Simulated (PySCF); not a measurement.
# C4H10O2Si3: what the fields show

```xyz
19

C     2.4255   -0.6993   -0.8745
C     1.0064   -0.2416   -0.6927
O     0.1151   -0.5784   -1.4659
C     0.7067    0.6099    0.4513
Si   -0.2380   -0.6081    1.6803
Si   -2.1609   -0.8894    0.3827
Si   -1.8112    0.9823   -0.9565
C    -0.3092    1.6458    0.0672
O    -0.2332    2.7837    0.4713
H     2.8103   -1.1049    0.0588
H     3.0431    0.1547   -1.1505
H     2.4832   -1.4490   -1.6596
H     1.5884    1.0403    0.9244
H     0.7590   -1.6667    1.9161
H    -0.2441    0.1495    2.9372
H    -3.3422   -0.8942    1.2660
H    -2.1942   -2.2215   -0.2327
H    -2.8268    2.0320   -0.7347
H    -1.5877    0.9639   -2.3956
```

Geometry: GFN2-xTB.

Theory: PBE0/pcSseg-1, SCF density, gas phase, non-relativistic in PySCF.

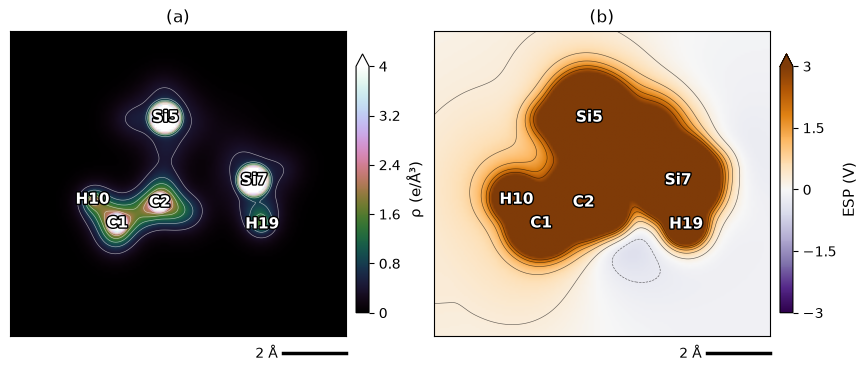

Figure 1. (a) electron density; (b) electrostatic potential on the plane of atoms C2, C1 and H10.

Read the bonding off the picture.

Answer. The section cuts through C, Si and H sites. C–H (1.09 Å): ρ at the midpoint is about 2 e/Å³. C–C (1.50 Å): ρ is about 1.7 e/Å³ halfway. Si–H (1.46 Å): the density is about 0.81 e/Å³ at the midpoint. Outside the dense part of the molecule the potential is most negative (−0.5 V) near O3, which lies off the plane.

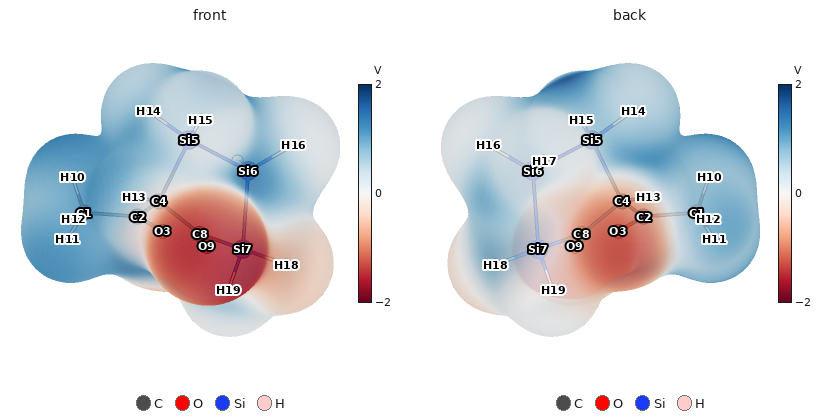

Figure 2. The molecular electrostatic potential painted on the density surface at 0.002 e/bohr³, seen from the front and from behind; the colour scale runs from red (negative) to blue (positive).

Where is the surface potential most negative and most positive?

Answer. The most negative region (about −1.7 V) lies over O9, the most positive (about +1.6 V) over Si5. O9 is the likeliest acceptor of a hydrogen bond.

What dipole moment does the calculation give?

Answer. Its dipole moment is 3.50 D.
